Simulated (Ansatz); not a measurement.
Input

```
crystal:
  lattice:
    - [4.9386261476, 0.0, 0.0]
    - [0.0, 4.9386261476, 0.0]
    - [0.0, 0.0, 4.9386261476]
  atoms:
    - { symbol: K, position: [0.0, 0.5, 0.5] }
    - { symbol: K, position: [0.5, 0.0, 0.5] }
    - { symbol: K, position: [0.5, 0.5, 0.0] }
    - { symbol: Os, position: [0.0, 0.0, 0.0] }
basis:
  ecutwfc: 420
kpoints:
  mp_grid: { grid: [10, 10, 10] }
hamiltonian:
  xc: pbe
scf:
  occupations: { method: gaussian, width: 0.1 }
output:
  forces: true
  stress: true
  eigenvalues: true
  write_density: true
  write_potential: true
  elf: true
  volumetric_format: npy
relax:
  adjacent_minimum: "off"
  f_tol: 0.01
  max_steps: 80
  cell: { stress_tol: 0.05 }
```

Launched as:

```sh
ansatz run input.yaml --threads 1 --pin off --max-ram 2560MiB --backend cpu --events-out ev --progress --plain --runs-dir out
```

Below, planes, directions and counts refer to the conventional cell (a = 5.21 Å, b = 5.21 Å, c = 5.21 Å, α = 90.00°, β = 90.00°, γ = 90.00°).

The fields are those of the relaxed geometry.

Space group Pm-3m; started from the Cu3Au (L1_2)_221 prototype, which need not be the ambient phase; computed without spin polarisation.

Level of theory: DFT PBE, scalar-relativistic, plane waves, PAW (Ansatz).

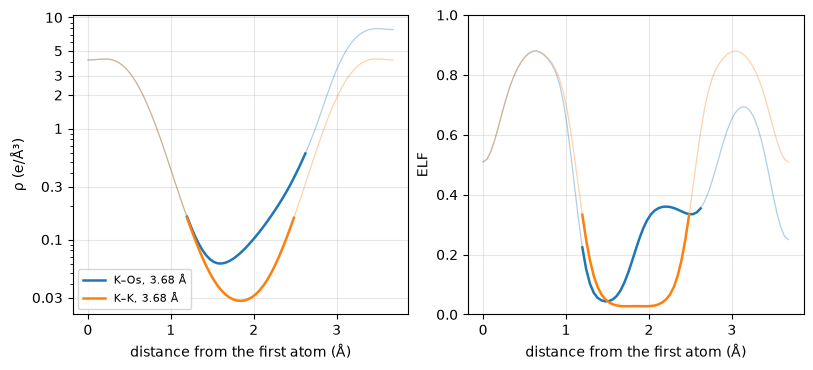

K$_{3}$Os. Valence charge density (pseudo) and electron localisation function along straight lines between neighbouring atoms. Thin, pale parts lie inside the atomic spheres.

The density is the valence pseudo-density of a PAW calculation; it isn't the true density close to the nuclei.

**What can be read from the curves?**

K–Os (3.68 Å): ρ at the midpoint is about 0.08 e/Å³, with its minimum of 0.06 e/Å³ about 1.6 Å from K; the ELF is about 0.20 at the midpoint (no localised pair shows between them).
K–K (3.68 Å): the density is about 0.03 e/Å³ at the midpoint; the ELF is about 0 at the midpoint: no localised pair shows between them.
